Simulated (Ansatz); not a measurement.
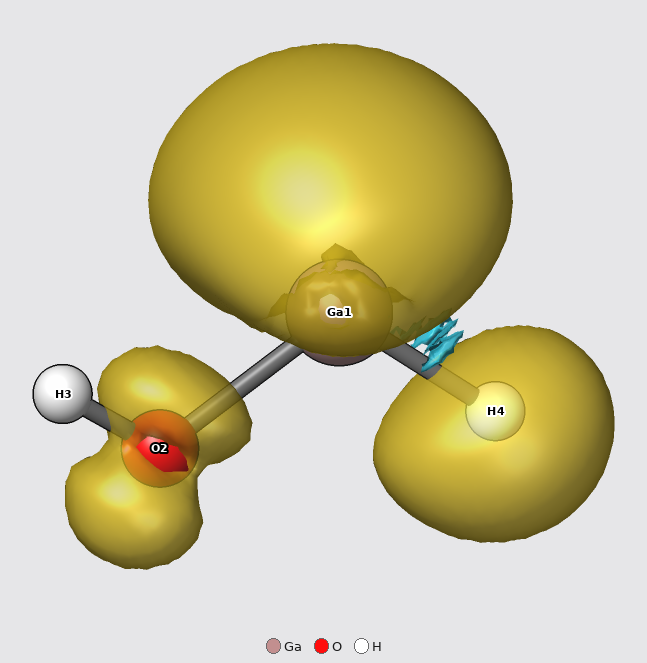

GaH$_{2}$O (SMILES [OH][GaH]) (doublet). Isosurfaces of the spin density at +0.015 (yellow) and −0.015 e/Å³ (cyan), seen at a tilt.

Geometry: PBE0-D3(BJ)/pcseg-1.

All numbers below come from isolated molecule in a Gaussian basis; Kohn-Sham density functional theory, functional PBE0 (Ansatz 0.2.0).

Q: Where is the unpaired spin?

A: The unpaired spin (1 electron) lies mostly on Ga1 (about 0.7), H4 (about 0.2) and O2 (about 0.1), in electrons by Hirshfeld's partition.
